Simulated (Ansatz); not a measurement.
## CH$_{2}$FOSi: one change and its effect

System: CH$_{2}$FOSi, charge −1.
Method of the first run: RHF-CCSD(T), frozen core/def2-TZVPPD (Ansatz 0.2.0).

The geometry: rigid move from PBE0-D4/def2-TZVP. Text and figures count atoms from 1; the logs count them from 0 in places.

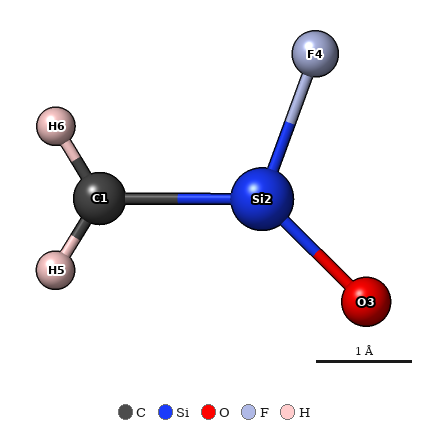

The structure (ball-and-stick view, seen on its broad side; atoms are numbered from 1 in the order of the input). Bond lengths as drawn: C–H 0.89 Å, C–Si 1.72 Å, F–Si 1.63 Å and O–Si 1.54 Å.

**The input, the first run**
```yaml
crystal:
  periodic: [false, false, false]
  atoms:
    - {symbol: C, position_ang: [-0.293322, 0.882568, -0.199399]}
    - {symbol: Si, position_ang: [0.297953, -0.662186, 0.273829]}
    - {symbol: O, position_ang: [1.135944, -1.209877, 1.444855]}
    - {symbol: F, position_ang: [-0.162780, -1.793534, -0.806977]}
    - {symbol: H, position_ang: [-0.130851, 1.611635, 0.282665]}
    - {symbol: H, position_ang: [-0.776354, 0.988283, -0.938198]}
basis:
  gaussian: {orbitals: "def2-TZVPPD.json"}
total_charge: -1
correlation: {method: ccsd_t}
```

Hardware: 2 CPU threads, shared host.

**Output (the first run)**
```
Functional definition: HF
  exchange = exact_x
  correlation = 0
1175 factors; integrals over basis functions are off by at most 9.9e-4 eV
mean field evaluation 1: about -13666.5454 eV, gradient 4.2e1 eV
mean field evaluation 2: about -13666.7171 eV, gradient 4.2e1 eV
mean field evaluation 4: about -13670.6280 eV, gradient 4.7e0 eV
mean field evaluation 8: about -13670.7140 eV, gradient 6.6e-1 eV
mean field evaluation 16: about -13670.7161 eV, gradient 3.9e-6 eV
mean field -13670.71612119 eV, -502.3895511096 hartree, gradient 3.9e-6 eV, S^2 0.000000; 0 other end points of the search recorded, 0 dependent functions left out
8 core orbitals not correlated: weight in the atoms' cores, before any rotation towards them, 1.000 or more for the frozen orbitals, at most 0.000 for the correlated occupied ones
reference -13670.71612119 eV, -502.3895511096 hartree; 12, 12 occupied and 179, 179 virtual orbitals, 1175 factors
second order -21.38419450 eV of doubles, -0.00000000 eV of singles
cycle   1  -20.99120134 eV  change    3.9e-1 eV  update   1.2e-1
cycle   2  -21.47500844 eV  change   -4.8e-1 eV  update   3.9e-2
cycle   3  -21.61180514 eV  change   -1.4e-1 eV  update   1.9e-2
cycle   4  -21.59948762 eV  change    1.2e-2 eV  update   5.0e-3
cycle   5  -21.59414786 eV  change    5.3e-3 eV  update   2.0e-3
cycle   6  -21.59515207 eV  change   -1.0e-3 eV  update   6.6e-4
cycle   7  -21.59514760 eV  change    4.5e-6 eV  update   2.6e-4
cycle   8  -21.59500635 eV  change    1.4e-4 eV  update   1.0e-4
cycle   9  -21.59500902 eV  change   -2.7e-6 eV  update   4.1e-5
cycle  10  -21.59505364 eV  change   -4.5e-5 eV  update   1.9e-5
cycle  11  -21.59501872 eV  change    3.5e-5 eV  update   9.3e-6
cycle  12  -21.59502068 eV  change   -2.0e-6 eV  update   4.0e-6
perturbative correction -0.86572932 eV, -0.0318149656 hartree
Total energy: -13693.17687118 eV, -503.2149684474 hartree
```

The input of the second run differs as follows (lines with − go, lines with + come):
```diff
-    - {symbol: H, position_ang: [-0.130851, 1.611635, 0.282665]}
+    - {symbol: H, position_ang: [-0.032345, 2.053668, 0.574940]}
```

Predict how the results change.

With the same method and basis, the second run lies 2.9 kcal/mol higher.

**Output (the second run)**
```
Functional definition: HF
  exchange = exact_x
  correlation = 0
1184 factors; integrals over basis functions are off by at most 7.5e-4 eV
mean field evaluation 1: about -13666.9136 eV, gradient 3.7e1 eV
mean field evaluation 2: about -13667.0925 eV, gradient 3.8e1 eV
mean field evaluation 4: about -13670.3179 eV, gradient 4.4e0 eV
mean field evaluation 8: about -13670.3927 eV, gradient 6.2e-1 eV
mean field evaluation 16: about -13666.9138 eV, gradient 3.7e1 eV
mean field -13670.39411459 eV, -502.3777175853 hartree, gradient 4.3e-6 eV, S^2 0.000000; 0 other end points of the search recorded, 0 dependent functions left out
8 core orbitals not correlated: weight in the atoms' cores, before any rotation towards them, 1.000 or more for the frozen orbitals, at most 0.000 for the correlated occupied ones
reference -13670.39411459 eV, -502.3777175853 hartree; 12, 12 occupied and 179, 179 virtual orbitals, 1184 factors
second order -21.49683374 eV of doubles, -0.00000000 eV of singles
cycle   1  -21.08057663 eV  change    4.2e-1 eV  update   1.2e-1
cycle   2  -21.60720999 eV  change   -5.3e-1 eV  update   4.2e-2
cycle   3  -21.76343758 eV  change   -1.6e-1 eV  update   2.1e-2
cycle   4  -21.75185155 eV  change    1.2e-2 eV  update   5.5e-3
cycle   5  -21.74685443 eV  change    5.0e-3 eV  update   2.1e-3
cycle   6  -21.74825972 eV  change   -1.4e-3 eV  update   7.4e-4
cycle   7  -21.74826654 eV  change   -6.8e-6 eV  update   3.1e-4
cycle   8  -21.74807195 eV  change    1.9e-4 eV  update   1.1e-4
cycle   9  -21.74807401 eV  change   -2.1e-6 eV  update   5.4e-5
cycle  10  -21.74813426 eV  change   -6.0e-5 eV  update   2.4e-5
cycle  11  -21.74809041 eV  change    4.4e-5 eV  update   1.1e-5
cycle  12  -21.74809321 eV  change   -2.8e-6 eV  update   4.9e-6
perturbative correction -0.90699744 eV, -0.0333315411 hartree
Total energy: -13693.04920524 eV, -503.2102768104 hartree
```

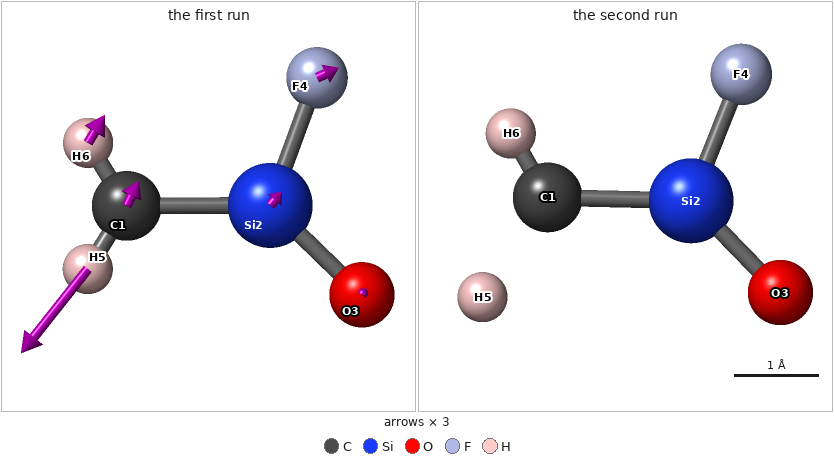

The two input geometries at one scale (ball-and-stick view, seen on its broad side). The pink arrows on the first give the shifts of the atoms after the best rigid fit, magnified 3 times. The largest move after the best rigid fit is that of H5, 0.43 Å. Largest moves by element: H 0.43 Å, C 0.11 Å, F 0.10 Å, Si 0.07 Å, O 0.03 Å. Among the contacts that change: C1–H5 0.889 → 1.428 Å.

**The two runs side by side**

| quantity | the first run | the second run |
| --- | --- | --- |
| outcome | converged | converged |
| total energy (hartree) | −503.214968 | −503.210277 |
| basis functions | 199 | 199 |
| wall time (shared host) | 24 s | 25 s |
